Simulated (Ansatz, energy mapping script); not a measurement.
**Spin model of NiO from collinear orders**

Aim: the exchange couplings of NiO from the energies of a few collinear orders, and the ordering temperature that they give.

Program: Ansatz 0.2.0. Level of theory: PBE with U = 6 eV on Ni d, ortho-atomic projectors; plane waves, U on orthogonalised atomic orbitals unless named otherwise, collinear spin, no spin–orbit coupling. Results are calculated unless marked as measured.

### 1. The starting structure

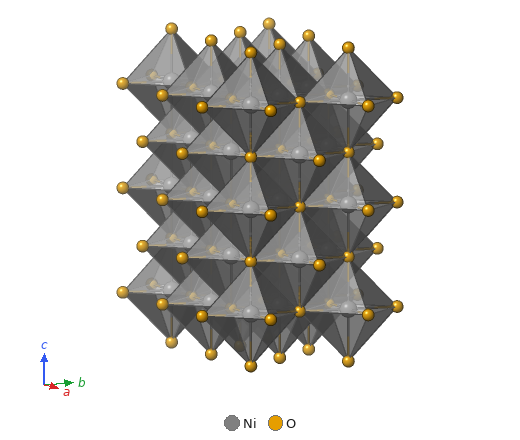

The cell as given, slightly off an axis (nickel grey, oxygen orange). 2×1×2 cells are drawn. This picture shows the conventional cell, with its axes. Some periodic images of atoms are drawn too.

A Hubbard U penalises fractional filling of the shell. It raises the cost of virtual hops to the neighbours, so couplings that rest on such hops usually weaken.

### 2. Probe run

One run in the crystal's own cell, under PBE with U = 5.7 eV on Ni d, ortho-atomic projectors, shows which elements keep a moment. Transition or f elements with 0.3 μB or more enter the spin model; moments induced on other atoms do not.

input.yaml reads:

```yaml
crystal:
  lattice:
    - [0.0, 2.085901641, 2.085901641]
    - [2.085901641, 0.0, 2.085901641]
    - [2.085901641, 2.085901641, 0.0]
  atoms:
    - { symbol: Ni, position: [0.0, 0.0, 0.0], spin: 2.0 }
    - { symbol: O, position: [0.5, 0.5, 0.5] }
magnetization:
  spin_polarized: true
kpoints:
  mp_grid: { grid: [11, 11, 11] }
hamiltonian:
  xc: pbe
  hubbard:
    sites: [{ species: Ni, l: d, u_eff: 5.7 }]
    projectors: ortho-atomic
scf:
  occupations: { method: fermi_dirac, width: 0.05 }
output:
  eigenvalues: true
```

The run is started by

```bash
$ ansatz run input.yaml --threads 4 --pin off --max-ram 8192MiB --backend cpu --events-out ev --progress --plain --runs-dir out
```

Numbers of over 12 decimals in the logs are rounded to 6 here.

Output:

```text
Engine: ansatz 0.2.0, aarch64-unknown-linux-gnu
Pseudopotentials: kind: paw
Pseudopotential: Ni, paw, valence charge 18, recommended cutoff 420 eV (normal), Ni.paw.azcp
Pseudopotential: O, paw, valence charge 6, recommended cutoff 420 eV (normal), O.paw.azcp
Functional definition: PBE
  parameter kappa = 0.804
  parameter beta = 0.066725
  exchange = pbe_x(kappa = kappa, mu = beta*pi^2/3)
  correlation = pbe_c(beta = beta)
Crystal: 2 atoms, lattice volume = 18.151 Å³
Basis set: ecut = 420 eV, 339 PW (Γ)
Bands: 17, of which v1, the nominal top of the filled ones, is band 12 counted from 1 (11 counted from 0)
Symmetry: 48 space group operations
Space group: Fm-3m (ITA 225), of the structure as read, at distance tolerance 2.6e-5 Å
Magnetic group: BNS 225.116 (UNI 1618), of the structure as read, at distance tolerance 2.6e-5 Å
k-points: 56 of 1331
Non-local potential: Ni, projectors of the file, l = 0: 3, l = 1: 2, l = 2: 3, l = 3: 1
Non-local potential: O, projectors of the file, l = 0: 2, l = 1: 2, l = 2: 1
PAW form: soft (Blöchl's): semilocal exchange-correlation on the pseudo side does not see the compensation charge
PAW one-centre angular grid: Ni, 590 points (default); XC on 64 Gauss nodes
PAW one-centre angular grid: O, 110 points (default); XC on 64 Gauss nodes
Initial density: superposition of atomic densities (chi_scale 0.1, normalization cell, long waves kept (reshape's long-wave potential 0.00 eV rms))
Starting moments: Σ|m| = 2 μB on 1 of 2 sites
Initial wavefunctions: pseudopotential atomic-orbital guess
Functional: x = pbe(κ = 0.804, μ = 0.219515), c = pbe(β = 0.066725)
SCF iter   1: F=—  HF=-6405.928533 eV  |F-HF|=—  |Δ(HF+E_count)|=         —  Δρ=3.99e-1 (↑1.06e-1 ↓3.99e-1)  dr2=3.17e1  dr2_m=4.78e0  M=0.566 μB ∫|m|=0.567 μB  β_m=0.30  ethr=3.10e-3  ⟨swp⟩=5.6  Hψ=8369  notcnv=0
preconditioner: auto → none  [metal: Δε(μ)=0.006 eV  Ē_g=16.494 eV  σ=0.050 eV  W_gap=0.03  n_scr=8 (ndim 8)  ℏωp=34.9 eV  f_vac=0.000  D(μ)=2.00/eV (n_scr^D=26)  sad-step TF]
SCF iter   2: F=—  HF=-6402.748079 eV  |F-HF|=—  |Δ(HF+E_count)|=    3.18e0  Δρ=7.60e-2 (↑5.35e-2 ↓7.60e-2)  dr2=5.70e-1  dr2_m=2.54e-1  M=1.662 μB ∫|m|=1.663 μB  β_m=1.00  ethr=3.10e-3  ⟨swp⟩=3.4  Hψ=5340  notcnv=0  defer=21
SCF iter   3: F=—  HF=-6403.183148 eV  |F-HF|=—  |Δ(HF+E_count)|=   4.35e-1  Δρ=5.28e-2 (↑3.62e-2 ↓5.28e-2)  dr2=2.63e-1  dr2_m=1.04e-1  M=1.891 μB ∫|m|=1.898 μB  β_m=1.00  ethr=2.37e-3  ⟨swp⟩=3.1  Hψ=4604  notcnv=0  defer=28
SCF iter   4: F=—  HF=-6403.738356 eV  |F-HF|=—  |Δ(HF+E_count)|=   5.55e-1  Δρ=1.91e-2 (↑1.88e-2 ↓1.91e-2)  dr2=1.25e-1  dr2_m=5.05e-3  M=1.951 μB ∫|m|=1.957 μB  β_m=1.00  ethr=1.10e-3  ⟨swp⟩=2.8  Hψ=4768  notcnv=0  defer=38
[...]
SCF iter  13: F=—  HF=-6404.690929 eV  |F-HF|=—  |Δ(HF+E_count)|=   4.58e-6  Δρ=1.32e-4 (↑1.32e-4 ↓5.87e-5)  dr2=8.05e-7  dr2_m=1.43e-6  M=2.000 μB ∫|m|=2.007 μB  β_m=0.77  ethr=6.70e-8  ⟨swp⟩=2.4  Hψ=2959  notcnv=0  defer=63
iter 14 did not close the SCF: its close was put off for a magnetic moment that had not settled (scf_convergence_deferred on its scf_iter line)
SCF iter  14: F=-6404.690930 eV  HF=-6404.690930 eV  |F-HF|=3.66e-9  |Δ(HF+E_count)|=   5.64e-7  Δρ=2.12e-5 (↑2.12e-5 ↓9.63e-6)  dr2=1.83e-8  dr2_m=3.74e-8  M=2.000 μB ∫|m|=2.007 μB  β_m=0.87  ethr=4.17e-10  ⟨swp⟩=4.2  Hψ=7548  notcnv=0
SCF iter  15: F=-6404.690930 eV  HF=-6404.690930 eV  |F-HF|=1.96e-10  |Δ(HF+E_count)|=   1.56e-8  Δρ=1.77e-6 (↑1.77e-6 ↓1.18e-6)  dr2=2.62e-10  dr2_m=2.52e-10  M=2.000 μB ∫|m|=2.007 μB  ethr=7.60e-11  ⟨swp⟩=1.1  Hψ=5231  notcnv=0
SCF 1 converged in 15 iterations: F = -6404.690930 eV  dr2 = 2.62e-10
[...]
Symmetry: 8 space group operations
k-points: 186 of 1331
[...]
Starting moments: Σ|m| = 2 μB on 1 of 2 sites; this step starts from the density that it was given
[...]
an SCF along what the orbitals of the run's state read of its open shells (or to have them read: on a GPU, or by another smearing), with 40 of the crystal's symmetry operations given up (186 k-points in place of 56), reached no lower state that the run goes on to. This is no proof of a minimum
SCF converged after 15 iterations
Magnetization: 2.0000 μB (13.0000 up, 11.0000 down)
Absolute magnetization: 2.0054 μB (∫|ρ↑−ρ↓|, with the PAW one-centre terms)
Spin contamination: 0.0015 ħ² per cell (⟨S²⟩ above its minimum at these occupations)
Per-site moments (μB) at R_I (Å): [(1.710253, 0.860434), (0.215507, 0.860434)]
Free energy (F): -6404.690930 eV
Harris-Foulkes:  -6404.690930 eV  (|F-HF|=1.96e-10)
Internal energy: -6404.690930 eV  (E = F + TS)
E sigma→0 (E₀):  -6404.690930 eV
Fermi energy:    14.877796 eV
--- Per-component energies (eV) ---
  E_band       = -353.582891
  E_kinetic    = 450.552013
  E_local      = -3981.527656  (includes V_loc(G=0)·N_el)
  E_nonlocal   = 690.238718
  E_hartree    = 1635.651194
  E_xc         = -156.289097
  E_vxc        = -200.488198  (∫ρ·V_xc dr)
  E_hubbard    = 0.773965  (on-site DFT+U / exact-exchange correction)
  E_vhub       = -22.057821  (the Hubbard potential's part of the band-sum identity)
  E_paw        = -1789.294357  (= ΣΔE_a)
  E_vpaw       = -561.606838  (= ΣTr[D̂ρ^β])
  E_aug_tail   = 0.003200  (compensation charges beyond the density's cutoff)
  E_ewald      = -3254.798910
  E_smearing   = -0.000000  (= −TS)
  E_closure    = 0.000000  (closes the sum)
  Σ components = -6404.690930   (vs F -6404.690930, Δ=0.00e0)
--- Band table (eV; the first three rows and the last of 112) ---
  k-point 0 ↑: bands = [... 8 lower, 8.4476, 8.4476, 12.0101, 12.0101, 12.0101, 16.1103, 32.2758, 33.2566, ... 1 higher]
  k-point 1 ↑: bands = [... 8 lower, 8.4751, 8.4751, 11.5278, 12.2002, 12.2002, 16.7411, 30.3826, 32.9591, ... 1 higher]
  k-point 2 ↑: bands = [... 8 lower, 8.5902, 8.5902, 10.8034, 12.6577, 12.6577, 17.9962, 28.0980, 31.8017, ... 1 higher]
  k-point 55 ↓: bands = [... 8 lower, 10.4393, 11.1803, 11.2196, 16.5710, 17.1026, 23.5958, 25.3377, 25.5615, ... 1 higher]
Occupation matrices written to <dir>
```

Elapsed: 4.7 s, on 4 threads of Arm Neoverse N1, shared host; peak memory 0.47 GiB.

Spin moment in the sphere by atom:

| atom | spin moment in the sphere (μB) |
| --- | --- |
| Ni1 | 1.71 |
| O2 | 0.22 |

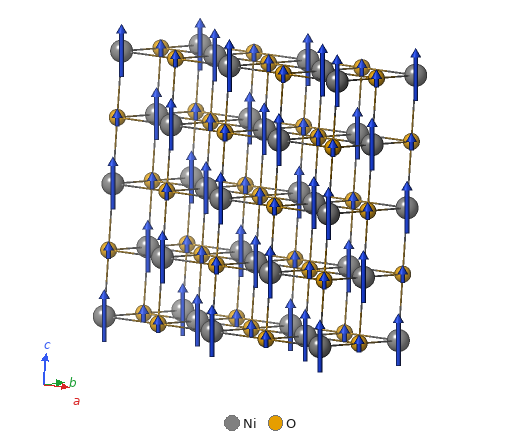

Spin moment in the sphere as arrows, the longest 1.71 μB. Up and down stand for the sign. Arrows give size and sign along the axis of quantisation, drawn up and down the page. Each arrow also spans its atom, so small moments look longer than they are. 2×1×2 conventional cells are drawn. Some periodic images of atoms are drawn too.

The run ends ferromagnetic; Ni carries the moments.

### 3. A run to fix the orbital filling

A corrected shell can settle in several orbital fillings. One parallel run, with an occupation width a fifth wider than the orders use, therefore is to supply the occupation matrices. All orders start from them.

input.yaml, the sections that differ from step 2:

```yaml
kpoints:
  mp_grid: { grid: [9, 9, 9] }
hamiltonian:
  xc: pbe
  hubbard:
    sites: [{ species: Ni, l: d, u_eff: 6.0 }]
    projectors: ortho-atomic
scf:
  occupations: { method: fermi_dirac, width: 0.06 }
# crystal, magnetization, output: as in step 2
```

Output:

```text
[...]
Crystal: 2 atoms, lattice volume = 18.151 Å³
Basis set: ecut = 420 eV, 339 PW (Γ)
Bands: 17, of which v1, the nominal top of the filled ones, is band 12 counted from 1 (11 counted from 0)
Symmetry: 48 space group operations
[...]
k-points: 35 of 729
[...]
Starting moments: Σ|m| = 2 μB on 1 of 2 sites
[...]
SCF iter   1: F=—  HF=-6405.810431 eV  |F-HF|=—  |Δ(HF+E_count)|=         —  Δρ=3.98e-1 (↑1.06e-1 ↓3.98e-1)  dr2=3.17e1  dr2_m=4.74e0  M=0.580 μB ∫|m|=0.581 μB  β_m=0.30  ethr=3.10e-3  ⟨swp⟩=5.6  Hψ=5279  notcnv=0
[...]
SCF iter  15: F=-6404.650515 eV  HF=-6404.650515 eV  |F-HF|=1.41e-10  |Δ(HF+E_count)|=   1.64e-8  Δρ=1.44e-6 (↑1.44e-6 ↓1.10e-6)  dr2=1.89e-10  dr2_m=1.86e-10  M=2.000 μB ∫|m|=2.006 μB  ethr=4.10e-11  ⟨swp⟩=1.1  Hψ=3253  notcnv=0
SCF 1 converged in 15 iterations: F = -6404.650515 eV  dr2 = 1.89e-10
[...]
Symmetry: 8 space group operations
k-points: 105 of 729
[...]
SCF converged after 15 iterations
Magnetization: 2.0000 μB (13.0000 up, 11.0000 down)
Absolute magnetization: 2.0053 μB (∫|ρ↑−ρ↓|, with the PAW one-centre terms)
[...]
Per-site moments (μB) at R_I (Å): [(1.716223, 0.860434), (0.208920, 0.860434)]
Free energy (F): -6404.650515 eV
[...]
Internal energy: -6404.650515 eV  (E = F + TS)
E sigma→0 (E₀):  -6404.650515 eV
Fermi energy:    14.927962 eV
[...]
--- Band table (eV; the first three rows and the last of 70) ---
  k-point 0 ↑: bands = [... 8 lower, 8.2756, 8.2756, 12.0328, 12.0328, 12.0328, 16.1153, 32.2759, 33.2534, ... 1 higher]
  k-point 1 ↑: bands = [... 8 lower, 8.3210, 8.3210, 11.3597, 12.2985, 12.2985, 17.0053, 29.8565, 32.7732, ... 1 higher]
  k-point 2 ↑: bands = [... 8 lower, 8.4944, 8.4944, 10.5712, 12.8907, 12.8907, 18.5700, 27.1963, 31.1342, ... 1 higher]
  k-point 34 ↓: bands = [... 8 lower, 10.2368, 11.0024, 11.2792, 16.6660, 17.2306, 23.5536, 25.2161, 25.6782, ... 1 higher]
Occupation matrices written to <dir>
```

Run time: 3 s. Hardware: 4 threads; peak memory 0.36 GiB; 9.6 s of CPU time.

Numbers from this step:

| Property | Result |
| --- | --- |
| final state | ferromagnetic |
| electrons in the corrected shells | 8.276 e |
| largest moment | 1.716 μB |

### 4. Run 1 (parallel; cell A, 4 atoms)

Each cell gets its own parallel run on the same mesh, so that most of the mesh error cancels in the differences.

input.yaml reads:

```yaml
crystal:
  lattice:
    - [0.0, -2.085901641, -2.085901641]
    - [0.0, 2.085901641, -2.085901641]
    - [4.171803282, 0.0, 0.0]
  atoms:
    - { symbol: Ni, position: [0.5, 0.5, 0.5], spin: 2.0 }
    - { symbol: Ni, position: [0.0, 0.0, 0.0], spin: 2.0 }
    - { symbol: O, position: [0.5, 0.5, 0.0] }
    - { symbol: O, position: [0.0, 0.0, 0.5] }
magnetization:
  spin_polarized: true
kpoints:
  mp_grid: { grid: [8, 8, 6] }
hamiltonian:
  xc: pbe
  hubbard:
    sites:
      - { species: Ni, l: d, u_eff: 6.0 }
      - { site: 0, l: d, u_eff: 6.0, starting_ns: [{ spin: up, occupation_matrix: ni1_major }, { spin: down, occupation_matrix: ni1_minor }] }
      - { site: 1, l: d, u_eff: 6.0, starting_ns: [{ spin: up, occupation_matrix: ni1_major }, { spin: down, occupation_matrix: ni1_minor }] }
    projectors: ortho-atomic
    occupation_matrices:
      ni1_major:
        matrix:
          - [0.998, 0.0, 0.0, 0.0, 0.0]
          - [0.0, 0.999, 0.0, 0.0, 0.0]
          - [0.0, 0.0, 0.999, 0.0, 0.0]
          - [0.0, 0.0, 0.0, 0.998, 0.0]
          - [0.0, 0.0, 0.0, 0.0, 0.999]
      ni1_minor:
        matrix:
          - [0.146, 0.0, 0.0, 0.0, 0.0]
          - [0.0, 0.997, 0.0, 0.0, 0.0]
          - [0.0, 0.0, 0.997, 0.0, 0.0]
          - [0.0, 0.0, 0.0, 0.146, 0.0]
          - [0.0, 0.0, 0.0, 0.0, 0.997]
scf:
  occupations: { method: fermi_dirac, width: 0.05 }
output:
  eigenvalues: true
  write_density: true
  write_potential: true
  elf: true
  volumetric_format: npy
```

Output:

```text
[...]
Crystal: 4 atoms, lattice volume = 36.303 Å³
Basis set: ecut = 420 eV, 681 PW (Γ)
Bands: 32, of which v1, the nominal top of the filled ones, is band 24 counted from 1 (23 counted from 0)
Symmetry: 32 space group operations
[...]
k-points: 60 of 384
[...]
Starting moments: Σ|m| = 4 μB on 2 of 4 sites
[...]
SCF iter   1: F=—  HF=-12810.754731 eV  |F-HF|=—  |Δ(HF+E_count)|=         —  Δρ=2.32e-1 (↑7.47e-2 ↓2.32e-1)  dr2=2.34e1  dr2_m=2.33e0  M=2.832 μB ∫|m|=2.834 μB  β_m=0.30  ethr=3.10e-3  ⟨swp⟩=5.4  Hψ=13660  notcnv=0  defer=5
[...]
spin=Collinear: Kerker preconditioning applied to the charge; magnetization (m = ρ↑ − ρ↓) channel mixes plain (no charge-response kernel on spin).
SCF iter   2: F=—  HF=-12808.556184 eV  |F-HF|=—  |Δ(HF+E_count)|=    2.20e0  Δρ=8.46e-2 (↑4.17e-2 ↓8.46e-2)  dr2=8.26e-1  dr2_m=7.69e-1  M=4.000 μB ∫|m|=4.004 μB  β_m=1.00  ethr=3.10e-3  ⟨swp⟩=3.2  Hψ=9002  notcnv=0  defer=259
[...]
SCF iter  12: F=-12809.301494 eV  HF=-12809.301494 eV  |F-HF|=3.64e-11  |Δ(HF+E_count)|=   4.75e-9  Δρ=7.54e-7 (↑5.14e-7 ↓7.54e-7)  dr2=1.44e-10  dr2_m=1.08e-10  M=4.000 μB ∫|m|=4.014 μB  ethr=9.87e-12  ⟨swp⟩=1.1  Hψ=9550  notcnv=0
SCF 1 converged in 12 iterations: F = -12809.301494 eV  dr2 = 1.44e-10
[...]
SCF converged after 12 iterations
an eigenvalue changed by more than its tolerance at an iteration that met the thresholds in force, so the SCF went on 1 time: the last check found none over its tolerance
Magnetization: 4.0000 μB (26.0000 up, 22.0000 down)
Absolute magnetization: 4.0115 μB (∫|ρ↑−ρ↓|, with the PAW one-centre terms)
[...]
Per-site moments (μB) at R_I (Å): [(1.716287, 0.860434), (1.716287, 0.860434), (0.208852, 0.860434), (0.208852, 0.860434)]
Free energy (F): -12809.301494 eV
[...]
Internal energy: -12809.301494 eV  (E = F + TS)
E sigma→0 (E₀):  -12809.301494 eV
Fermi energy:    14.922149 eV
[...]
--- Specified on-site occupations, and those of the state reported ---
  electrons in the specified blocks: 16.5520 specified, 16.5513 found
  site 0 (l=d) ↓: largest change of an orbital's occupation 0.0003; electrons 3.2830 specified, 3.2838 found; spectral distance 0.0005
[...]
site 0 (l=d) ↑: largest change of an orbital's occupation 0.0002; electrons 4.9930 specified, 4.9919 found; spectral distance 0.0005
[...]
--- Band table (eV; the first three rows and the last of 120) ---
  k-point 0 ↑: bands = [... 20 lower, 9.2293, 10.6356, 10.6356, 12.0331, 12.0331, 12.0331, 16.1156, 20.4506, ... 4 higher]
  k-point 1 ↑: bands = [... 20 lower, 9.6671, 10.9046, 10.9046, 11.8301, 12.0361, 12.0361, 16.8533, 20.6717, ... 4 higher]
  k-point 2 ↑: bands = [... 20 lower, 10.5864, 11.3902, 11.3902, 11.5123, 11.9875, 11.9875, 18.4405, 20.8496, ... 4 higher]
  k-point 59 ↓: bands = [... 20 lower, 11.1081, 11.1081, 16.6408, 16.6408, 17.1527, 17.1527, 23.6183, 23.6183, ... 4 higher]
Occupation matrices written to <dir>
```

Run time: 6.1 s. Hardware: 4 threads; peak memory 0.41 GiB.

Spin moment in the sphere by atom:

| atom | spin moment in the sphere (μB) |
| --- | --- |
| Ni1 | 1.72 |
| Ni2 | 1.72 |
| O3 | 0.21 |
| O4 | 0.21 |

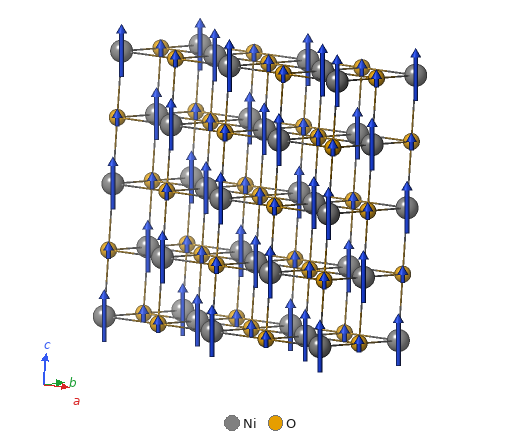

Spin moment in the sphere as arrows, the longest 1.72 μB. Up and down stand for the sign. Arrows give size and sign along the axis of quantisation, drawn up and down the page. Each arrow also spans its atom, so small moments look longer than they are. 2×1×2 conventional cells are drawn. Some periodic images of atoms are drawn too.

The run ends ferromagnetic.

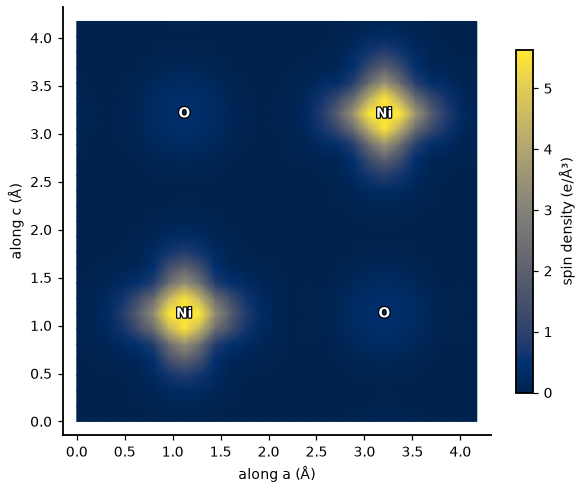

Spin density in the ac plane of the conventional cell at fractional y = 0.000, with atoms of Ni and O within 0.2 Å of it. The map starts off the cell's origin, so that atoms lie inside it.

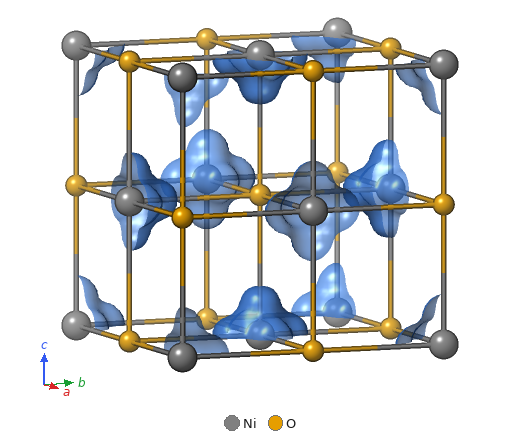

Surface of spin density = 0.45 e/Å³, which holds about 70 % of the integral of its size.

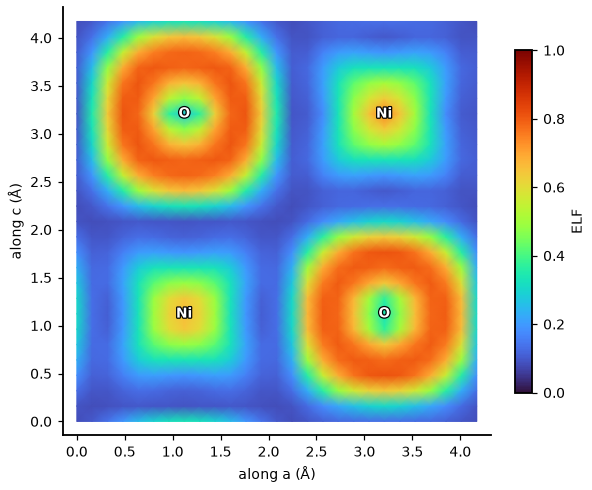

ELF in the ac plane of the conventional cell at fractional y = 0.000, with atoms of Ni and O within 0.2 Å of it. It is the smooth field of the valence electrons, not physical close to the nuclei. The map starts off the cell's origin, so that atoms lie inside it.

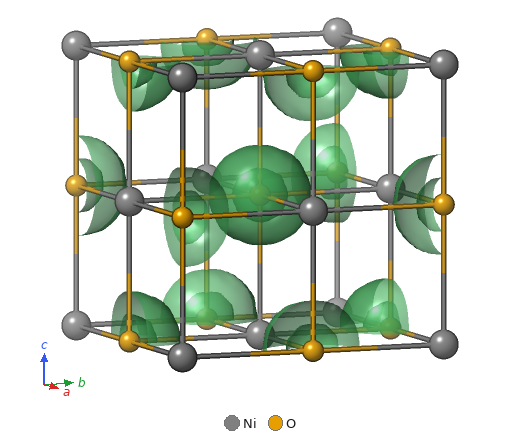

Surface of ELF = 0.73.

(Continued in part 2 of 2.)

[Logs and program files are shortened in this print: banners, set-up blocks, solver, clock and traceback lines can be left out without a mark of their own.]

[Logs are printed without paths, hosts, clocks, repeated set-up lines and the standing remarks that a program may print on its own settings, such as how far it seeks lower states.]

[Hosts, paths, dates, database ids (printed as entryN), source tags and the programs' standing remarks are cut or masked in the printed files.]

[Where a cell is said to come from a database of computed structures, the database is the Materials Project.]
